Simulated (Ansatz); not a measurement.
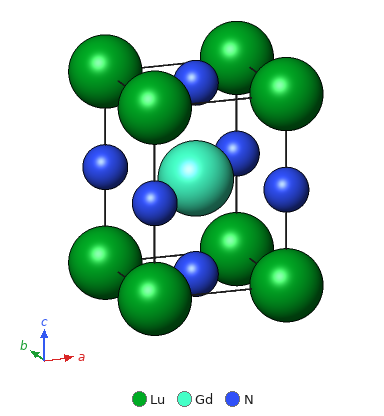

An orthographic spheres-only view of the structure, slightly off an axis. The frame is the simulation cell; atoms at its boundary are shown with their periodic copies.

```yaml
crystal:
  lattice:
    - [3.44963, 0.00000, 0.00000]
    - [0.00000, 3.44963, 0.00000]
    - [0.00000, 0.00000, 4.87805]
  atoms:
    - { symbol: Lu, position: [0.00000, 0.00000, 0.00000] }
    - { symbol: Gd, position: [0.50000, 0.50000, 0.50000] }
    - { symbol: N, position: [0.00000, 0.00000, 0.50000] }
    - { symbol: N, position: [0.50000, 0.50000, 0.00000] }
```

Theory: DFT PBE, scalar-relativistic, plane waves, PAW (Ansatz). Numerical settings: E_cut = 420 eV, Brillouin-zone sampling on a 14×14×10 mesh, Gaussian smearing of 0.1 eV, collinear spins. The state is ferromagnetic.

**Give the Bader charge of each element.**

Gd +1.75 e; Lu +1.86 e; N -1.84 to -1.78 e.

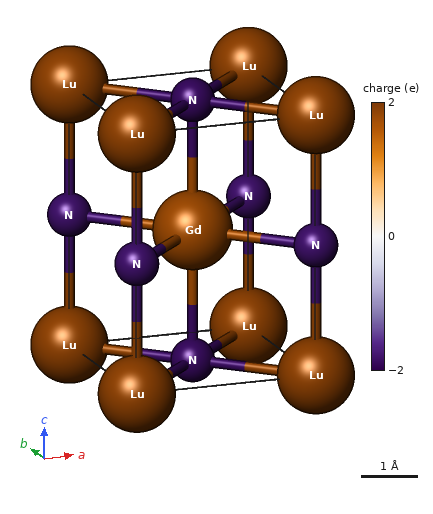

The atoms coloured by those charges.

Provenance: a structure type filled with these elements by a generator (whether the compound takes this form wasn't checked). Earlier steps of the study, as a rule a relaxation of our own, may have changed the cell and positions, so they can lie some per cent off the listed ones. An electronic-structure calculation with Ansatz was run on it.
